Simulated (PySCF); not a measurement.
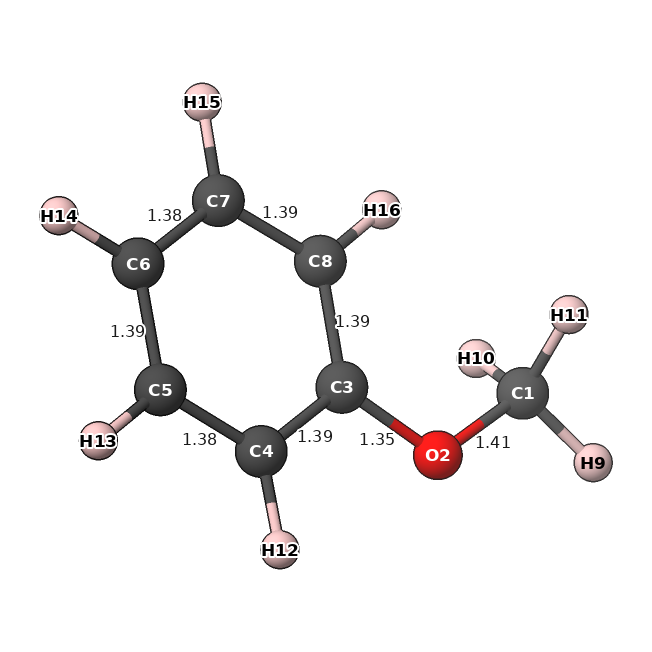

Bond lengths are marked in Å; every bond is drawn as one stick. The geometry was computed by an optimisation with PBE0-D3(BJ)/def2-TZVP. No frequency run is at hand to confirm it as a minimum.

Which of the marked bonds are single, double, triple or aromatic?

C1–O2 single; O2–C3 single; C3–C4 aromatic; C3–C8 aromatic; C4–C5 aromatic; C5–C6 aromatic; C6–C7 aromatic; C7–C8 aromatic.

Write the SMILES.

COc1ccccc1
